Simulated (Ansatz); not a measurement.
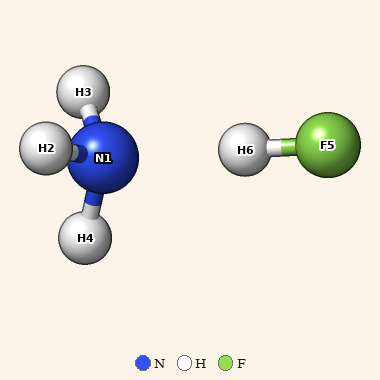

The system is the pair H₃N···FH; the picture shows the reference structure. First axis: separation of N1 and H6 along their line in the relaxed pair. Second axis: sideways slip of F5, H6. Nothing is relaxed (both partners rigid). Grid: 13 × 13 points. Points are written as (first, second). All energies are given in kcal/mol relative to the two partners far apart, frozen as in the relaxed pair, each in its own basis (no counterpoise correction). Theory: RKS B3LYP-D4/def2-TZVPD (Ansatz).

Its coordinates:

```xyz
6

N    -0.0065    0.0472   -0.5298
H     0.4393    0.9094   -0.8243
H     0.4847   -0.7225   -0.9718
H    -0.9570    0.0528   -0.8839
F     0.0256   -0.1865    2.0864
H     0.0137   -0.1003    1.1234
```

Range: separation of N1 and H6 along their line in the relaxed pair from 1.394 to 3.994 Å; sideways slip of F5, H6 from −1.50 to 1.50 Å.

What landscape does the calculation give?

Answer. The lowest grid point is at (1.606 Å, 0.00 Å), −14.8 kcal/mol from the two partners far apart, frozen as in the relaxed pair, each in its own basis (no counterpoise correction). No other kind of well shows on this grid. The highest grid point, (3.994 Å, 1.50 Å), lies 13.6 kcal/mol above the lowest. Round the minimum the two coordinates are nearly uncoupled. At the lowest point N1···H6 is 1.61 Å, a hydrogen-bond distance.

```tsv
second ↓, first →	1.394	1.475	1.606	1.768	1.953	2.158	2.380	2.617	2.868	3.132	3.409	3.696	3.994
1.50	−1.3	−2.2	−3.2	−3.8	−3.9	−3.8	−3.4	−2.9	−2.5	−2.1	−1.7	−1.4	−1.2
1.25	−2.6	−3.8	−5.0	−5.6	−5.6	−5.1	−4.5	−3.8	−3.1	−2.5	−2.0	−1.6	−1.3
1.00	−4.4	−5.8	−7.2	−7.8	−7.5	−6.7	−5.7	−4.6	−3.7	−2.9	−2.3	−1.8	−1.5
0.75	−6.5	−8.3	−9.8	−10.1	−9.5	−8.3	−6.8	−5.4	−4.3	−3.3	−2.6	−2.0	−1.6
0.50	−8.7	−10.7	−12.2	−12.3	−11.3	−9.6	−7.8	−6.1	−4.7	−3.6	−2.8	−2.2	−1.7
0.25	−10.4	−12.6	−14.1	−13.9	−12.6	−10.6	−8.5	−6.6	−5.0	−3.8	−2.9	−2.2	−1.8
0.00	−11.0	−13.3	−14.8	−14.5	−13.0	−10.9	−8.7	−6.8	−5.1	−3.9	−3.0	−2.3	−1.8
−0.25	−10.4	−12.6	−14.1	−13.9	−12.6	−10.6	−8.5	−6.6	−5.0	−3.8	−2.9	−2.2	−1.8
−0.50	−8.7	−10.7	−12.2	−12.3	−11.3	−9.6	−7.8	−6.1	−4.7	−3.6	−2.8	−2.2	−1.7
−0.75	−6.6	−8.4	−9.8	−10.2	−9.5	−8.3	−6.8	−5.4	−4.3	−3.3	−2.6	−2.0	−1.6
−1.00	−4.7	−6.1	−7.4	−7.8	−7.5	−6.7	−5.7	−4.6	−3.7	−2.9	−2.3	−1.8	−1.5
−1.25	−3.1	−4.2	−5.2	−5.7	−5.7	−5.2	−4.5	−3.8	−3.1	−2.5	−2.0	−1.6	−1.3
−1.50	−2.0	−2.7	−3.5	−4.0	−4.1	−3.9	−3.5	−3.0	−2.5	−2.1	−1.7	−1.4	−1.2
```

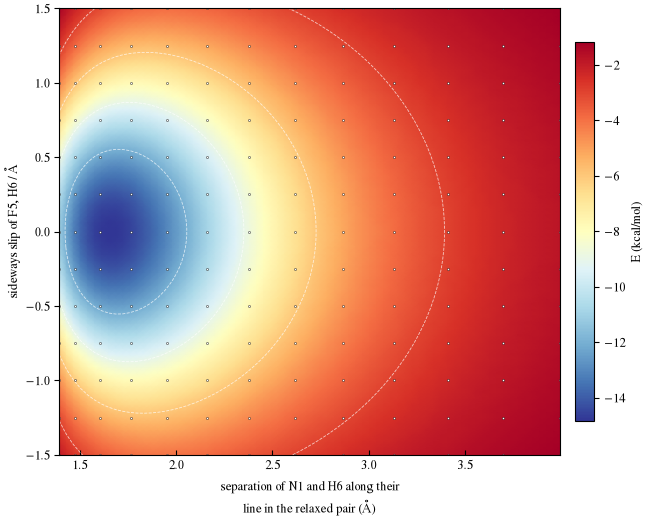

Drawn: a smooth colour map with a few white contour lines, dots at the grid points. Between grid points the surface is interpolated.

Each point was launched as `ansatz run input.yaml --threads 1 --pin off --max-ram 2560MiB --backend cpu --events-out ev --progress --plain --runs-dir out`. The whole map (169 points run) took 6.6 min on 1 thread of AMD EPYC 7R43 64-Core Processor (Zen 3), with other jobs on the host.
